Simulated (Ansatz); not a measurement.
CuI (space group F-43m, No. 216). Coordinates: the input geometry of an electronic-structure calculation (not necessarily at equilibrium).

```
Cu I
1.0
     6.06300    0.00000    0.00000
     0.00000    6.06300    0.00000
     0.00000    0.00000    6.06300
Cu I
4 4
Cartesian
  1.5157 1.5157 1.5157
  1.5157 4.5472 4.5472
  4.5472 1.5157 4.5472
  4.5472 4.5472 1.5157
  0.0000 0.0000 0.0000
  0.0000 3.0315 3.0315
  3.0315 0.0000 3.0315
  3.0315 3.0315 0.0000
```

Describe how the polyhedra about Cu are linked (bonds: Cu–I below 3 Å).

Cu: CuI4 tetrahedron, sharing corners with twelve neighbours.

They form a three-dimensional framework of corner-sharing tetrahedra.

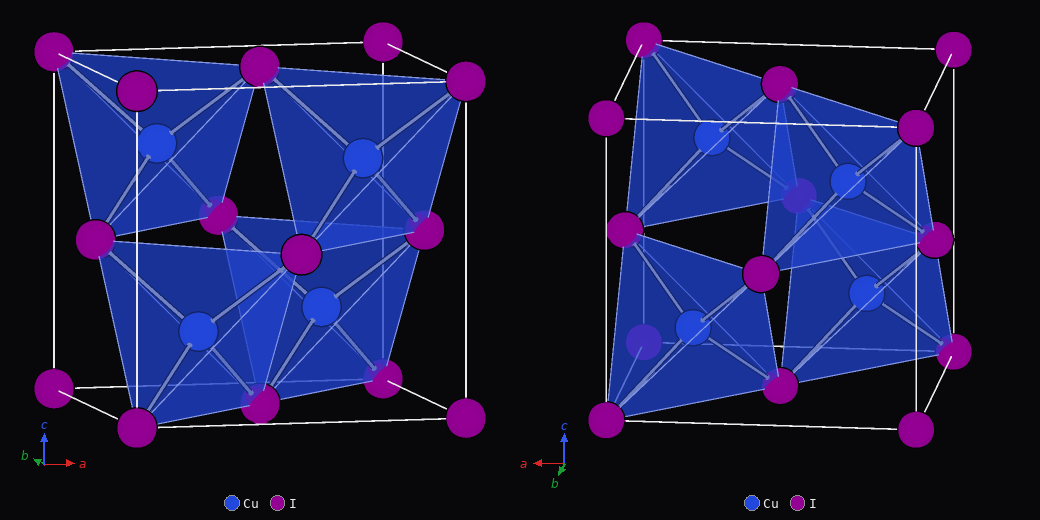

Polyhedra are drawn about Cu (bonds: Cu–I below 3 Å); other atoms are plain spheres. Two views of the same piece.
